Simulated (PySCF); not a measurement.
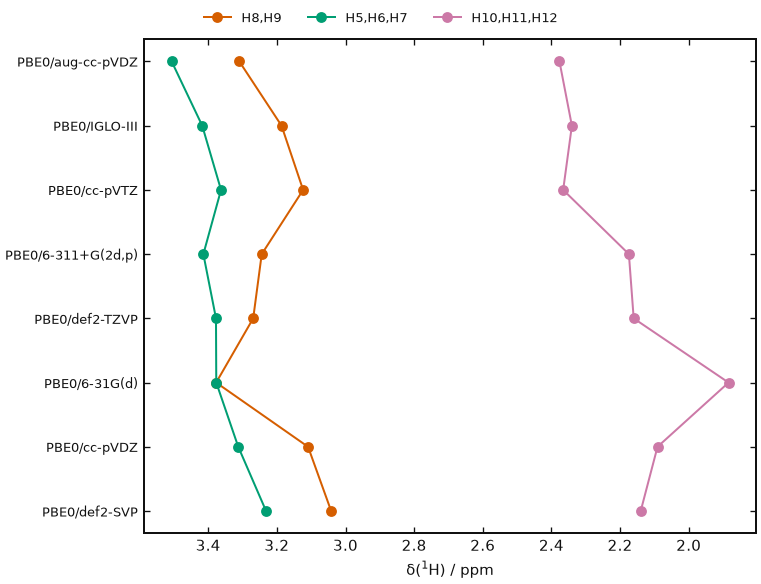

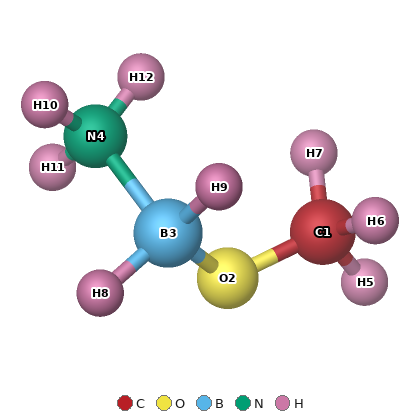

GIAO ¹H shifts of CH₈BNO, SMILES CO[BH2-][NH3+] at several levels, one geometry, PySCF, at a PBE0-D3(BJ)/def2-SVP geometry (no frequency check); values of one conformer, averaged over methyl-type rotors and exact or near symmetry; other conformers aren't averaged in; each against TMS at the same level. Protons on N, O or S are those of the isolated molecule, without hydrogen bonds to neighbours or exchange.

### Which of the plotted signals depends most on the level, and by how much?

That of H10, H11 and H12: from 1.88 ppm (PBE0/6-31G(d)) to 2.38 ppm (PBE0/aug-cc-pVDZ), a spread of 0.49 ppm. The steadiest, H5, H6 and H7, moves by 0.28 ppm.

### Do all levels give the signals in the same order?

No, some signals change places between levels.
